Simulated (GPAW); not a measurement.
# GaH3S (SMILES [SH][GaH2]) at UPBE/dzp (scalar-relativistic datasets)

Wanted: a structure relaxation of GaH3S. 

The calculation is run with GPAW 26.7.0.

3 further runs of the same task are left out: 2 that didn't finish, 1 set aside as unsound or not needed.

### Step 1. The system as given

The species is GaH3S (5 atoms), meant as a singlet with charge 0. SMILES: `[SH][GaH2]`. All atoms were displaced at random from a relaxed shape. The run starts from this shape.

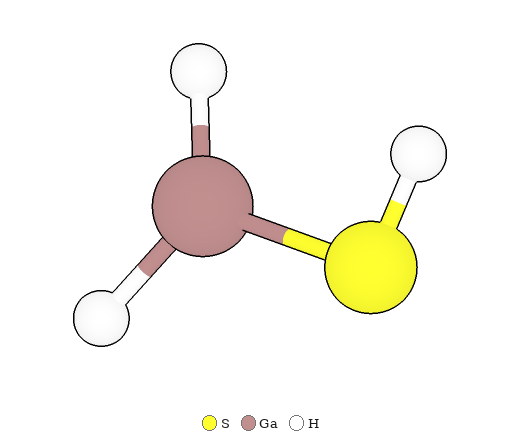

The structure, seen from a chosen angle (sulfur yellow, gallium pink, hydrogen white).

### Step 2. A geometry optimisation at UPBE/dzp (scalar-relativistic datasets)

The input, molecule.xyz:

```xyz
5

S      0.111965    -1.479597     0.648801
Ga    -0.285596     0.433373    -0.350035
H      1.254440    -1.088455     1.121875
H     -1.676472     0.533827    -1.237888
H      0.830756     1.471691    -0.430844
```

The input, molecule.py:

```python
from ase.io import read, write
from ase.optimize import LBFGSLineSearch
from gpaw import GPAW

# Structure
mol = read("molecule.xyz")
mol.set_cell([12.0, 12.0, 12.0])
mol.center()

# GPAW settings
calculator = GPAW(mode="lcao",
                  basis="dzp",
                  h=0.28,
                  xc="PBE",
                  spinpol=True,
                  maxiter=60,
                  poissonsolver={"name": "fd"},
                  symmetry="off",
                  txt="molecule.txt")
mol.calc = calculator

opt = LBFGSLineSearch(mol, trajectory="molecule.traj")
converged = opt.run(fmax=0.05, steps=40)
print("Converged:", converged)
print(f"Final energy = {mol.get_potential_energy():.5f} eV")
print(f"r(Ga1-S0): {mol.get_distance(1, 0):.4f} Ang")
print(f"r(H2-S0): {mol.get_distance(2, 0):.4f} Ang")
write("relaxed.xyz", mol)
```

On the command line:

```sh
$ python molecule.py > molecule.log
```

**Question.** What will come out? Wanted: energy as printed; dipole moment; HOMO energy; LUMO energy; HOMO–LUMO gap.

Computed results:

At UPBE/dzp (scalar-relativistic datasets):

```
                                              quantity        value
energy as printed (from the program's reference atoms)  -15.6180 eV
                                         dipole moment       0.84 D
                                           HOMO energy     -6.32 eV
                                           LUMO energy     -2.13 eV
                                         HOMO–LUMO gap      4.19 eV
```

What this shows: At the final geometry: Bond lengths: S1–Ga2 2.226 Å, S1–H3 1.368 Å, Ga2–H4 1.564 Å, Ga2–H5 1.577 Å. Angles: S1–Ga2–H4 117.7°, S1–Ga2–H5 118.3°, Ga2–S1–H3 87.4°, H4–Ga2–H5 123.9°. The optimisation took 10 steps and changed the energy by -0.390 eV.
